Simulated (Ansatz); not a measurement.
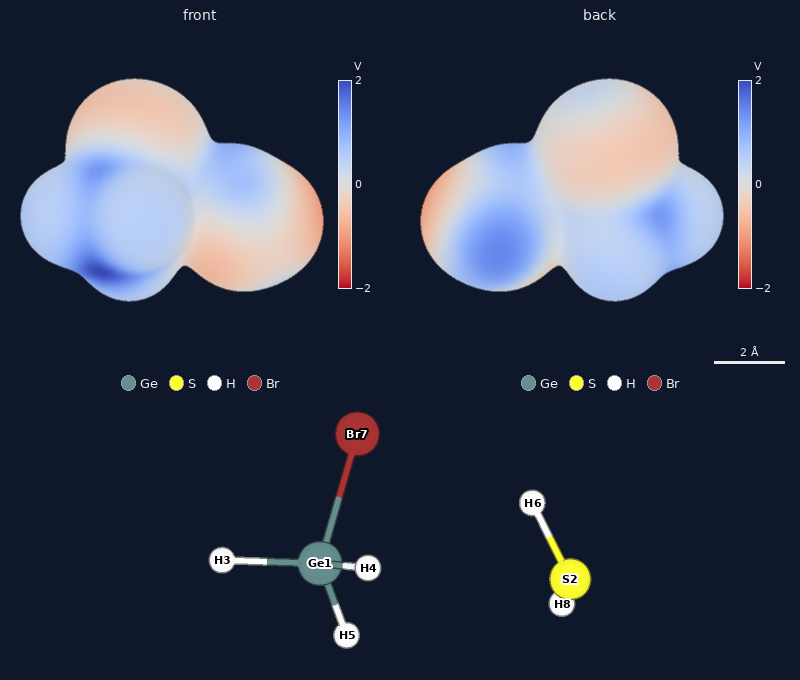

*BrGeH₃···H₂S. The molecular electrostatic potential painted on the density surface at 0.002 e/bohr³, seen from the front and from behind; the colour scale runs from red (negative) to blue (positive). The bare structure is drawn below in the same view.*

The product side of a reaction path; geometry: PBE0-D4/def2-TZVP.

All numbers below come from RKS PBE0-D4/def2-TZVPP in Ansatz.

```yaml
atoms:
  - { symbol: Ge, position_ang: [-0.8718, 0.9940, -0.6032] }
  - { symbol: S, position_ang: [0.7890, -1.8180, 1.5515] }
  - { symbol: H, position_ang: [-1.5744, 2.0840, -1.4206] }
  - { symbol: H, position_ang: [-1.2237, 1.0788, 0.8822] }
  - { symbol: H, position_ang: [-1.1152, -0.3990, -1.1858] }
  - { symbol: H, position_ang: [1.5643, -0.8120, 1.1136] }
  - { symbol: Br, position_ang: [1.4001, 1.4228, -0.7916] }
  - { symbol: H, position_ang: [1.0316, -2.5506, 0.4541] }
```

Which sites attract a positive test charge, and which a negative one?

A positive charge is drawn to the negative regions and a negative charge to the positive ones. The most negative region (about −0.9 V) lies over S2, the most positive (about +1.9 V) over Ge1. Br7 shows a σ-hole: about +0.3 V at the tip opposite its bond, against about −0.2 V on its flanks.
